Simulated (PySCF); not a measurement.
Molecule: SMILES OB(O)[O][Al]([OH])[OH] (H4AlBO5). Atoms near the plane z = 0.8 Å, at the PBE0/def2-SVP optimised geometry (x, y, z in Å): B1 (-2.0, -0.9, 0.0), O2 (-2.7, 0.3, 0.0), O3 (-2.6, -2.1, 0.0), O4 (-0.6, -0.9, 0.0), Al5 (0.5, 0.4, 0.0), O6 (2.2, 0.4, 0.0), O7 (-0.4, 1.9, 0.0), H8 (-2.2, 1.1, 0.0), H9 (-2.0, -2.8, 0.0), H10 (2.7, -0.4, 0.0), H11 (0.0, 2.8, 0.0).

Calculation: PBE0/def2-TZVP (PySCF). The values are rescaled to run from 0 to 1.

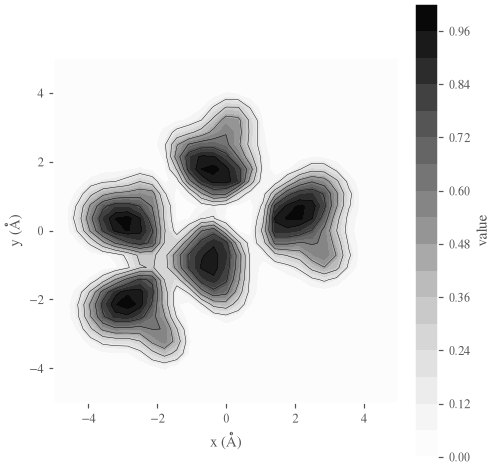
Figure. a field on the plane z = 0.8 Å.

Problem. Which quantity is mapped?
A) log10 of the electron density
B) deformation density (molecule minus spherical neutral atoms)
C) electron localisation function
D) Laplacian of the electron density

Solution. C, electron localisation function
